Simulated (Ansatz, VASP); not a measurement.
**GaN: VASP beside Ansatz**

Aim: how closely do two programs agree when they are given the same cell, functional and k mesh?

Method: plane waves, with VASP 6.6.1 beside it; band structure at PBE, band structure at LDA, spin-orbit coupling and dielectric response at LDA, in Ansatz 0.2.0.

The database entry behind the starting cell differs from later determinations by our own check (thin film, about 0.3 % long), so it need not match the best structure at ambient conditions.

## 1. Starting point

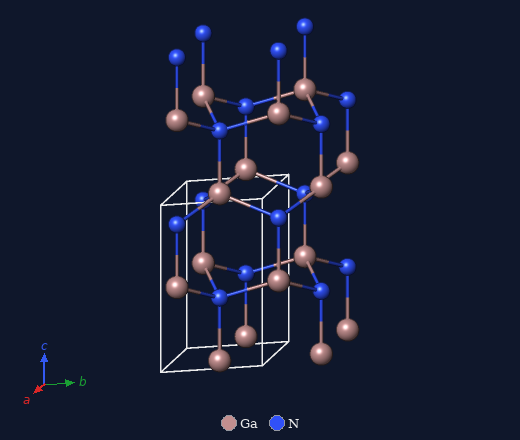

Start, viewed slightly off an axis; gallium pink, nitrogen blue. 2×2×2 cells are drawn.

## 2. VASP: band structure, PBE

Levels along a path test the potential and the projectors away from the mesh points.

Lines of VASP's logs that name or quote its potential files are left out, and so is its time.

Input file INCAR:

```
SYSTEM = GaN
PREC = Accurate
ENCUT = 460
EDIFF = 1E-06
NELM = 100
ISMEAR = 0
SIGMA = 0.03
LREAL = .FALSE.
ALGO = Normal
GGA = PE
NBANDS = 32
LORBIT = 11
LWAVE = .FALSE.
LCHARG = .FALSE.
KPAR = 8
LASPH = .TRUE.
```

Input file POSCAR:

```
GaN
1.0
    3.1972000000      0.0000000000      0.0000000000
   -1.5986000000      2.7688564210      0.0000000000
    0.0000000000      0.0000000000      5.2070000000
Ga N
2 2
Direct
    0.3333333333      0.6666666667      0.0916875968
    0.6666666667      0.3333333333      0.5916875968
    0.3333333333      0.6666666667      0.4683124032
    0.6666666667      0.3333333333      0.9683124032
```

Input file KPOINTS:

```
Automatic mesh
0
Gamma
8 8 4
0 0 0
```

Input file KPOINTS_OPT:

```
Line mode
10
Line-mode
Reciprocal
  0.00000000   0.00000000   0.00000000 GAMMA
  0.50000000   0.00000000   0.00000000 M

  0.50000000   0.00000000   0.00000000 M
  0.33333333   0.33333333   0.00000000 K

  0.33333333   0.33333333   0.00000000 K
  0.00000000   0.00000000   0.00000000 GAMMA

  0.00000000   0.00000000   0.00000000 GAMMA
  0.00000000   0.00000000   0.50000000 A

  0.00000000   0.00000000   0.50000000 A
  0.50000000   0.00000000   0.50000000 L

  0.50000000   0.00000000   0.50000000 L
  0.33333333   0.33333333   0.50000000 H

  0.33333333   0.33333333   0.50000000 H
  0.00000000   0.00000000   0.50000000 A

  0.50000000   0.00000000   0.50000000 L
  0.50000000   0.00000000   0.00000000 M

  0.33333333   0.33333333   0.00000000 K
  0.33333333   0.33333333   0.50000000 H
```

The projector-augmented-wave data sets are Ga_d and N (PBE family, release 64).

Run with:

```console
$ mpirun -np 8 vasp_std
```

Numbers of over 12 decimals in the logs are rounded to 6 here.

Log:

```text
[banner, memory and clock lines left out]
running    8 mpi-ranks, on    1 nodes
 distrk:  each k-point on    1 cores,    8 groups
 distr:  one band on    1 cores,    1 groups

 POSCAR found type information on POSCAR GaN
 POSCAR found :  2 types and       4 ions
|                                                                             |
|           W    W    AA    RRRRR   N    N  II  N    N   GGGG   !!!           |
|           W    W   A  A   R    R  NN   N  II  NN   N  G    G  !!!           |
|           W    W  A    A  R    R  N N  N  II  N N  N  G       !!!           |
|           W WW W  AAAAAA  RRRRR   N  N N  II  N  N N  G  GGG   !            |
|           WW  WW  A    A  R   R   N   NN  II  N   NN  G    G                |
|           W    W  A    A  R    R  N    N  II  N    N   GGGG   !!!           |
|                                                                             |
|     For optimal performance we recommend to set                             |
|       NCORE = 2 up to number-of-cores-per-socket                            |
|     NCORE specifies how many cores store one orbital (NPAR=cpu/NCORE).      |
|     This setting can greatly improve the performance of VASP for DFT.       |
|     The default, NCORE=1 might be grossly inefficient on modern             |
|     multi-core architectures or massively parallel machines. Do your        |
|     Unfortunately you need to use the default for GW and RPA                |
|     calculations (for HF NCORE is supported but not extensively tested      |
|     yet).                                                                   |
|                                                                             |

 LDA part: xc-table for (Slater+PW92), standard interpolation
 POSCAR, INCAR and KPOINTS ok, starting setup
 FFT: planning ... GRIDC
 FFT: planning ... GRID_SOFT
 FFT: planning ... GRID
 WAVECAR not read
 entering main loop
       N       E                     dE             d eps       ncg     rms          rms(c)
DAV:   1     0.285523977448E+03    0.28552E+03   -0.14949E+04  2376   0.192E+03
DAV:   2     0.107716018791E+02   -0.27475E+03   -0.25130E+03  1960   0.469E+02
DAV:   3    -0.271609984067E+02   -0.37933E+02   -0.37343E+02  2256   0.122E+02
DAV:   4    -0.282875318479E+02   -0.11265E+01   -0.11253E+01  2192   0.238E+01
DAV:   5    -0.283061540612E+02   -0.18622E-01   -0.18621E-01  2312   0.306E+00    0.109E+01
DAV:   6    -0.242696908957E+02    0.40365E+01   -0.69322E+00  3184   0.392E+01    0.321E+00
DAV:   7    -0.243385293318E+02   -0.68838E-01   -0.11055E+00  2056   0.713E+00    0.269E+00
DAV:   8    -0.243374138516E+02    0.11155E-02   -0.13531E-01  3016   0.349E+00    0.127E+00
DAV:   9    -0.243207111670E+02    0.16703E-01   -0.30377E-02  2920   0.262E+00    0.436E-01
DAV:  10    -0.243212057908E+02   -0.49462E-03   -0.53869E-03  2152   0.379E-01    0.171E-01
DAV:  11    -0.243211701078E+02    0.35683E-04   -0.13869E-04  3032   0.207E-01    0.775E-02
DAV:  12    -0.243211760863E+02   -0.59785E-05   -0.71502E-05  2608   0.638E-02    0.379E-02
DAV:  13    -0.243211710453E+02    0.50410E-05   -0.11026E-05  2392   0.238E-02    0.101E-02
DAV:  14    -0.243211710331E+02    0.12195E-07   -0.19141E-06  1976   0.712E-03
   1 F= -.24321171E+02 E0= -.24321171E+02  d E =-.421741E-22
 Start KPOINTS_OPT (optional k-point list driver)
k-point batch [1-30\90]
       N       E                     dE             ncg
DAV:   1     0.403743958010E+04   -0.24517E+05     2392
DAV:   2    -0.394493211787E+04   -0.79824E+04     1992
DAV:   3    -0.504127934912E+04   -0.10963E+04     2240
DAV:   4    -0.507370969005E+04   -0.32430E+02     2200
DAV:   5    -0.507420258071E+04   -0.49289E+00     2336
DAV:   6    -0.507422310094E+04   -0.20520E-01     2648
DAV:   7    -0.507422350033E+04   -0.39940E-03     2520
DAV:   8    -0.507422350606E+04   -0.57215E-05     1712
DAV:   9    -0.507422350629E+04   -0.23575E-06     1576
[...]
k-point batch [61-90\90]
       N       E                     dE             ncg
DAV:   1     0.412898118209E+04   -0.33544E+05     2360
DAV:   2    -0.397551655294E+04   -0.81045E+04     1936
DAV:   3    -0.512143737681E+04   -0.11459E+04     2264
DAV:   4    -0.515638541672E+04   -0.34948E+02     2240
DAV:   5    -0.515689576590E+04   -0.51035E+00     2240
DAV:   6    -0.515691663695E+04   -0.20871E-01     2760
DAV:   7    -0.515691710202E+04   -0.46507E-03     2392
DAV:   8    -0.515691710623E+04   -0.42046E-05     1992
DAV:   9    -0.515691710644E+04   -0.21375E-06     1456
```

From OUTCAR (step 2):

```text
ion  position               nearest neighbor table
   1  0.333  0.667  0.092-   4 1.95   4 1.95   4 1.95   3 1.96
   2  0.667  0.333  0.592-   3 1.95   3 1.95   3 1.95   4 1.96
   3  0.333  0.667  0.468-   2 1.95   2 1.95   2 1.95   1 1.96
   4  0.667  0.333  0.968-   1 1.95   1 1.95   1 1.95   2 1.96

  LATTYP: Found a hexagonal cell.
 ALAT       =     3.1972000000
 C/A-ratio  =     1.6286125360

 Subroutine GETGRP returns: Found 12 space group operations
 (whereof  6 operations were pure point group operations)

The static configuration has the point symmetry C_3v.
 The point group associated with its full space group is C_6v.

 Found     30 irreducible k-points:

   k-points           NKPTS =     30   k-points in BZ     NKDIM =     30   number of bands    NBANDS=     32

   dimension x,y,z NGX =    24 NGY =   24 NGZ =   36
   dimension x,y,z NGXF=    48 NGYF=   48 NGZF=   72

   ENCUT  =  460.0 eV  33.81 Ry    5.81 a.u.   5.59  5.59  9.11*2*pi/ulx,y,z

   NELECT =      36.0000    total number of electrons

 k-points in reciprocal lattice and weights: Automatic mesh
   0.00000000  0.00000000  0.00000000       0.004
   0.12500000  0.00000000  0.00000000       0.023
   0.25000000  0.00000000  0.00000000       0.023
   0.37500000  0.00000000  0.00000000       0.023
   0.50000000  0.00000000  0.00000000       0.012
   0.12500000  0.12500000  0.00000000       0.023
   0.25000000  0.12500000  0.00000000       0.047
   0.37500000  0.12500000  0.00000000       0.047
   0.25000000  0.25000000  0.00000000       0.023
[...]
0.25000000  0.25000000  0.50000000       0.023
   0.37500000  0.25000000  0.50000000       0.023

 average (electrostatic) potential at core
       1 -63.5885       2 -63.5885       3 -62.1322       4 -62.1322

 E-fermi :   5.4190

 k-point     1 :       0.0000    0.0000    0.0000
  band No.  band energies     occupation
    ...
     14       4.2027      2.00000
     15       4.2027      2.00000
     16       5.1846      2.00000
     17       5.2232      2.00000
     18       5.2232      2.00000
     19       7.0746      0.00000
     20       9.4177      0.00000
     21      14.3700      0.00000
     22      15.0652      0.00000
     23      15.0652      0.00000
    ...

 k-point     2 :       0.1250    0.0000    0.0000
  band No.  band energies     occupation
    ...
     14       3.1514      2.00000
     15       3.8966      2.00000
     16       4.0593      2.00000
     17       5.0307      2.00000
     18       5.0858      2.00000
     19       8.1281      0.00000
     20      10.2765      0.00000
     21      13.8160      0.00000
     22      14.3162      0.00000
     23      15.4377      0.00000
    ...

 k-point     3 :       0.2500    0.0000    0.0000
  band No.  band energies     occupation
    ...
     14       1.2679      2.00000
     15       2.3597      2.00000
     16       3.2654      2.00000
     17       4.5234      2.00000
     18       4.7327      2.00000
     19       9.4525      0.00000
     20      11.1025      0.00000
     21      12.5660      0.00000
     22      13.7117      0.00000
     23      15.3193      0.00000
    ...

  Total        0.8826772      0.8826772      0.9325531      0.0000000      0.0000000      0.0000000
  in kB       30.6799517     30.6799517     32.4135300      0.0000000      0.0000000      0.0000000
  external PRESSURE =      31.2578111 kB  Pullay stress =       0.0000000 kB

  energy-cutoff  :      460.00
  volume of cell :       46.10
      direct lattice vectors                 reciprocal lattice vectors
     3.197200000  0.000000000  0.000000000     0.312773677  0.180579967  0.000000000
    -1.598600000  2.768856421  0.000000000     0.000000000  0.361159933  0.000000000
     0.000000000  0.000000000  5.207000000     0.000000000  0.000000000  0.192049165

 POSITION                                       TOTAL-FORCE (eV/Angst)
 -----------------------------------------------------------------------------------
     -0.00000      1.84590      0.47742         0.000000     -0.000000     -0.004823
      1.59860      0.92295      3.08092        -0.000000      0.000000     -0.004823
     -0.00000      1.84590      2.43850        -0.000000      0.000000      0.004823
      1.59860      0.92295      5.04200         0.000000      0.000000      0.004823
 -----------------------------------------------------------------------------------
    total drift:                               -0.000000     -0.000000     -0.000464

  FREE ENERGIE OF THE ION-ELECTRON SYSTEM (eV)
  ---------------------------------------------------
  free  energy   TOTEN  =       -24.3211710331 eV

  energy  without entropy=      -24.3211710331  energy(sigma->0) =      -24.32117103

 total charge
# of ion       s       p       d       tot
------------------------------------------
    1        0.786   0.886  10.175  11.847
    2        0.786   0.886  10.175  11.847
    3        1.229   2.506   0.000   3.735
    4        1.229   2.506   0.000   3.735
--------------------------------------------------
tot          4.029   6.786  20.349  31.164

[... 3 further parts left out ...]
```

The run ends at a pressure of 3.13 GPa, with forces up to 0.0048 eV/Å.

## 3. Ansatz: band structure, PBE

Ansatz runs on its default PAW (the set named soft_2) files.

The same cell, functional, mesh and smearing now go to Ansatz, which takes its cutoff from its data sets.

Input file input.yaml:

```yaml
crystal:
  lattice:
    - [3.1972, 0.0, 0.0]
    - [-1.5986, 2.768856421, 0.0]
    - [0.0, 0.0, 5.207]
  atoms:
    - { symbol: Ga, position: [0.3333333333, 0.6666666667, 0.0916875968] }
    - { symbol: Ga, position: [0.6666666667, 0.3333333333, 0.5916875968] }
    - { symbol: "N", position: [0.3333333333, 0.6666666667, 0.4683124032] }
    - { symbol: "N", position: [0.6666666667, 0.3333333333, 0.9683124032] }
hamiltonian:
  xc: pbe
  pseudopotentials: { kind: paw }
kpoints:
  mp_grid: { grid: [8, 8, 4] }
  band_path:
    path:
      - [0.0, 0.0, 0.0]
      - [0.16667, 0.0, 0.0]
      - [0.33333, 0.0, 0.0]
      - [0.5, 0.0, 0.0]
      - [0.46296, 0.07407, 0.0]
      - [0.40741, 0.18519, 0.0]
      - [0.35185, 0.2963, 0.0]
      - [0.2963, 0.2963, 0.0]
      - [0.18519, 0.18519, 0.0]
      - [0.07407, 0.07407, 0.0]
      - [0.0, 0.0, 0.0]
      - [0.0, 0.0, 0.16667]
      - [0.0, 0.0, 0.33333]
      - [0.0, 0.0, 0.5]
      - [0.11111, 0.0, 0.5]
      - [0.33333, 0.0, 0.5]
      - [0.5, 0.0, 0.5]
      - [0.46296, 0.07407, 0.5]
      - [0.40741, 0.18519, 0.5]
      - [0.35185, 0.2963, 0.5]
      - [0.2963, 0.2963, 0.5]
      - [0.18519, 0.18519, 0.5]
      - [0.07407, 0.07407, 0.5]
      - [0.5, 0.0, 0.5]
      - [0.5, 0.0, 0.33333]
      - [0.5, 0.0, 0.16667]
      - [0.5, 0.0, 0.0]
      - [0.33333, 0.33333, 0.11111]
      - [0.33333, 0.33333, 0.27778]
      - [0.33333, 0.33333, 0.5]
    npoints: 1
scf:
  occupations: { method: gaussian, width: 0.03 }
  n_extra_bands: 8
output:
  forces: true
  stress: true
  eigenvalues: true
```

Run with:

```console
$ ansatz run input.yaml --threads 2 --pin off --max-ram 4608MiB --backend cpu --events-out ev --progress --plain --runs-dir out
```

Log:

```text
scf.n_extra_bands = 8 over 18 filled bands (N_el = 36.0): the run solves 26 bands
Engine: ansatz 0.2.0, aarch64-unknown-linux-gnu
Pseudopotentials: kind: paw
Pseudopotential: Ga, paw, valence charge 13, recommended cutoff 420 eV (normal), Ga.paw.azcp
Pseudopotential: N, paw, valence charge 5, recommended cutoff 420 eV (normal), N.paw.azcp
Functional definition: PBE
  parameter kappa = 0.804
  parameter beta = 0.066725
  exchange = pbe_x(kappa = kappa, mu = beta*pi^2/3)
  correlation = pbe_c(beta = beta)
Crystal: 4 atoms, lattice volume = 46.095 Å³
Basis set: ecut = 420 eV, 917 PW (Γ), exchange–correlation on 48×48×72 points (8 copies of the dense FFT grid, shifted against one another)
Bands: 26, of which v1, the nominal top of the filled ones, is band 18 counted from 1 (17 counted from 0)
Symmetry: 12 space group operations
Space group: P63mc (ITA 186), of the structure as read, at distance tolerance 3.6e-5 Å
k-points: 30 of 256 (time reversal used)
Non-local potential: Ga, projectors of the file, l = 0: 2, l = 1: 2, l = 2: 3, l = 3: 1
Non-local potential: N, projectors of the file, l = 0: 2, l = 1: 2, l = 2: 1
PAW form: soft (Blöchl's): semilocal exchange-correlation on the pseudo side does not see the compensation charge
PAW one-centre angular grid: Ga, 590 points (default); XC on 64 Gauss nodes
PAW one-centre angular grid: N, 110 points (default); XC on 64 Gauss nodes
Initial density: superposition of atomic densities (neutral atoms: chi_scale 0, normalization atom), corrected by the library's trained network
Initial wavefunctions: pseudopotential atomic-orbital guess
Functional: x = pbe(κ = 0.804, μ = 0.219515), c = pbe(β = 0.066725)
SCF iter   1: F=—  HF=-8335.825654 eV  |F-HF|=—  |Δ(HF+E_count)|=         —  Δρ=8.48e-4  dr2=2.03e-4  ethr=1.77e-3  ⟨swp⟩=5.2  Hψ=3107  notcnv=0  defer=11
preconditioner: auto → Resta (q_TF=auto, 2.618 Å⁻¹)  ε∞=4.1  [insulator: Δε(μ)=1.837 eV  Ē_g=18.724 eV  σ=0.030 eV  W_gap=1.00  n_scr=22 (ndim 8)  ℏωp=32.8 eV  f_vac=0.010  D(μ)=0.00/eV (n_scr^D=0)  ε∞_Penn≈4.1]
SCF iter   2: F=—  HF=-8335.826238 eV  |F-HF|=—  |Δ(HF+E_count)|=   5.84e-4  Δρ=4.69e-4  dr2=5.91e-5  ethr=5.64e-7  ⟨swp⟩=2.1  Hψ=1561  notcnv=0  defer=29
SCF iter   3: F=—  HF=-8335.826346 eV  |F-HF|=—  |Δ(HF+E_count)|=   1.08e-4  Δρ=1.57e-4  dr2=5.78e-6  ethr=1.64e-7  ⟨swp⟩=2.0  Hψ=1241  notcnv=0  defer=29
SCF iter   4: F=—  HF=-8335.826351 eV  |F-HF|=—  |Δ(HF+E_count)|=   4.90e-6  Δρ=6.40e-5  dr2=1.13e-6  ethr=1.61e-8  ⟨swp⟩=2.0  Hψ=1241  notcnv=0  defer=29
SCF iter   5: F=—  HF=-8335.826352 eV  |F-HF|=—  |Δ(HF+E_count)|=   1.24e-6  Δρ=2.31e-5  dr2=1.87e-7  ethr=3.13e-9  ⟨swp⟩=2.3  Hψ=1059  notcnv=0  defer=29
SCF iter   6: F=-8335.826353 eV  HF=-8335.826353 eV  |F-HF|=8.03e-9  |Δ(HF+E_count)|=   4.13e-7  Δρ=3.90e-6  dr2=5.84e-9  ethr=2.78e-10  ⟨swp⟩=7.0  Hψ=3264  notcnv=0
SCF 1 converged in 6 iterations: F = -8335.826353 eV  dr2 = 5.84e-9
  greatest PAW one-centre occupation: 0.995 electrons in one spin orbital (limit 2), on the Ga atom at site 1 (counted from 0), in its partial waves of l = 2
NSCF: frozen V_eff on 30 k-points
SCF converged after 6 iterations
Free energy (F): -8335.826353 eV
Harris-Foulkes:  -8335.826353 eV  (|F-HF|=8.03e-9)
Internal energy: -8335.826353 eV  (E = F + TS)
E sigma→0 (E₀):  -8335.826353 eV
Fermi energy:    10.484013 eV
--- Per-component energies (eV) ---
  E_band       = -14.428466
  E_kinetic    = 493.837284
  E_local      = -3918.258744  (includes V_loc(G=0)·N_el)
  E_nonlocal   = 948.785385
  E_hartree    = 1802.153208
  E_xc         = -257.404862
  E_vxc        = -268.028656  (∫ρ·V_xc dr)
  E_paw        = -4240.865515  (= ΣΔE_a)
  E_vpaw       = -875.071004  (= ΣTr[D̂ρ^β])
  E_aug_tail   = 0.000104  (compensation charges beyond the density's cutoff)
  E_ewald      = -3164.073212
  E_smearing   = -0.000000  (= −TS)
  E_closure    = -0.000000  (closes the sum)
  Σ components = -8335.826353   (vs F -8335.826353, Δ=0.00e0)
--- Forces (eV/Å), atoms counted from 1 ---
  atom   1  Ga    -0.00000000    -0.00000000    -0.00542763
  atom   2  Ga     0.00000000     0.00000000    -0.00542763
  atom   3  N      0.00000000    -0.00000000     0.00541864
  atom   4  N      0.00000000     0.00000000     0.00541864
  max |Σ_I F_I| component: 1.80e-5 eV/Å
--- Stress (GPa, compression-positive) ---
        3.578807       0.000000       0.000000
        0.000000       3.578807      -0.000000
       -0.000000       0.000000       3.701315
  P = ⅓ Tr σ = 3.6196 GPa (36.196 kbar)
--- Band table (eV; the first three rows and the last of 30) ---
  k-point 0: bands = [... 14 lower, 8.5400, 9.5223, 9.5619, 9.5619, 11.4058, 13.7568, 18.6997, 19.4102, ... 4 higher]
  k-point 1: bands = [... 14 lower, 8.6836, 8.6836, 9.4058, 9.4058, 12.6140, 13.8624, 18.3106, 19.0488, ... 4 higher]
  k-point 2: bands = [... 14 lower, 9.0386, 9.0386, 9.0386, 9.0386, 13.7477, 13.7477, 17.9862, 17.9862, ... 4 higher]
  k-point 29: bands = [... 14 lower, 5.7054, 5.7054, 8.0716, 8.0716, 15.5546, 15.5546, 17.2432, 17.2432, ... 4 higher]
```

It took 3.9 s on 2 threads of Arm Neoverse V1, shared host; peak memory 0.33 GiB.

In the SCF lines HF is the Harris–Foulkes energy and dr2 the Hartree energy of the density residual, in eV; the loop may stop once dr2 is under the threshold and the program's other checks hold. Hψ counts applications of the Hamiltonian.

## 4. Differences

Known differences besides the PAW data sets themselves: the cutoff is 420 eV in Ansatz and 460 eV in VASP. Total energies have different zeros and are not compared.

The two programs side by side:

| quantity | Ansatz | VASP | difference |
| --- | --- | --- | --- |
| pressure (GPa) | 3.62 | 3.13 | +0.49 |
| gap over the path points (eV) | 1.844 | 1.851 | -0.008 |

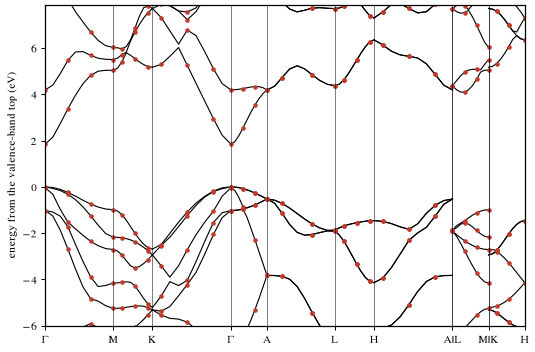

Bands from VASP (lines) and levels from Ansatz (dots). Dots without a line are higher empty bands that the VASP plot leaves out.

Levels at points of the path, from each program's valence-band top (eV; 4 filled, then empty):

| k (reciprocal lattice) | Ansatz | VASP |
| --- | --- | --- |
| 0.000 0.000 0.000 | -1.02 -0.04 0.00 0.00 1.84 4.20 9.14 | -1.02 -0.04 0.00 0.00 1.85 4.19 9.15 |
| 0.167 0.000 0.000 | -1.73 -1.52 -0.32 -0.24 3.37 5.47 8.12 | -1.73 -1.52 -0.32 -0.24 3.38 5.47 8.12 |
| 0.333 0.000 0.000 | -3.89 -2.35 -1.25 -0.74 4.82 5.69 6.69 | -3.88 -2.35 -1.24 -0.74 4.82 5.69 6.70 |
| 0.500 0.000 0.000 | -4.16 -2.71 -2.17 -0.99 5.04 5.50 6.03 | -4.16 -2.71 -2.17 -0.98 5.04 5.50 6.03 |
| 0.463 0.074 0.000 | -4.12 -2.95 -2.20 -1.20 5.41 5.72 5.97 | -4.12 -2.95 -2.20 -1.20 5.41 5.72 5.97 |
| 0.407 0.185 0.000 | -4.28 -3.50 -2.37 -2.01 5.54 6.69 6.86 | -4.28 -3.50 -2.37 -2.01 5.55 6.70 6.87 |
| 0.352 0.296 0.000 | -5.07 -3.14 -2.76 -2.63 5.20 7.54 7.82 | -5.07 -3.14 -2.76 -2.63 5.20 7.54 7.82 |
| 0.296 0.296 0.000 | -4.73 -3.41 -2.53 -2.49 5.29 7.32 7.89 | -4.73 -3.41 -2.53 -2.49 5.29 7.32 7.89 |
| 0.185 0.185 0.000 | -4.04 -2.71 -1.24 -1.08 5.25 6.78 7.23 | -4.04 -2.71 -1.24 -1.08 5.25 6.78 7.23 |
| 0.074 0.074 0.000 | -1.54 -1.05 -0.20 -0.18 2.94 5.11 8.74 | -1.54 -1.05 -0.20 -0.18 2.95 5.11 8.75 |

Among the levels compared (up to four filled and three empty ones at each point), filled levels agree within 3 meV and empty ones within 10 meV. Ansatz's pressure holds a Pulay correction of 0.51 GPa; VASP's holds none.

(Continued in part 2 of 2.)

[Lines on the potential files, build, host, timing and source positions are cut from VASP's logs without a mark.]

[Logs are printed without paths, hosts, clocks, repeated set-up lines and the standing remarks that a program may print on its own settings, such as how far it seeks lower states.]

[Hosts, paths, dates, database ids (printed as entryN), source tags and the programs' standing remarks are cut or masked in the printed files.]
